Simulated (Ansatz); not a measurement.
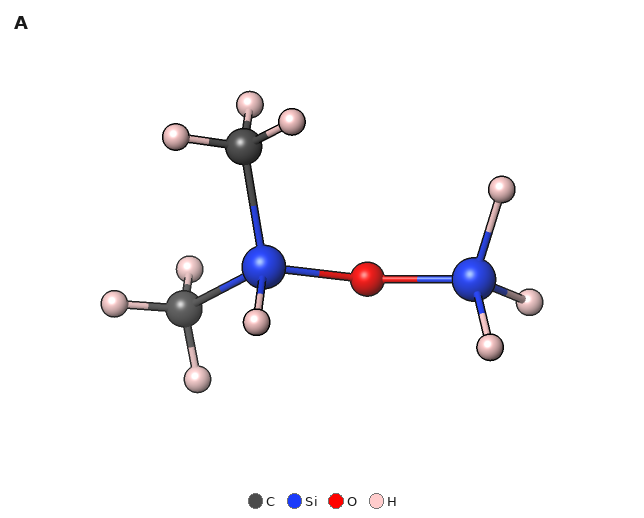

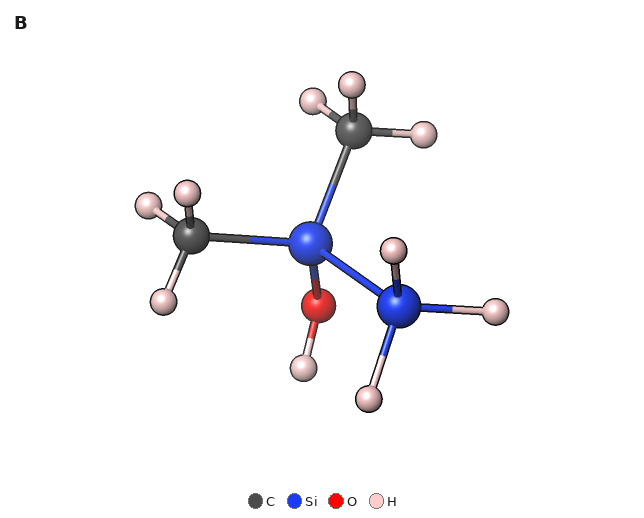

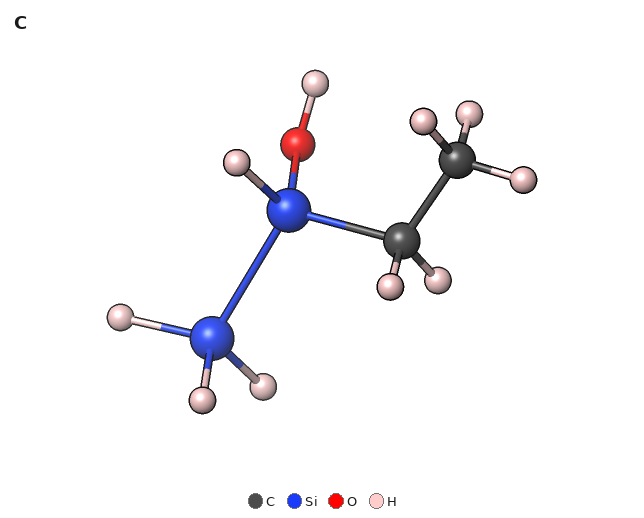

3 stationary structures of one formula. Geometries: PBE-D4/def2-SVP. Electronic energies: PBE-D4/def2-SVP (Ansatz 0.2.0), without zero-point energy. No frequency run is at hand to confirm each as a minimum. Each is one conformer, not always the lowest.

How are they related?

Answer. They are constitutional isomers of C2H10OSi2: A `C[SiH](C)O[SiH3]`, B `C[Si](C)(O)[SiH3]`, C `CC[Si@@H](O)[SiH3]`.

Which structure is the most stable?

Answer. A is lowest; B lies 0.839 eV above it, C lies 1.398 eV above it.
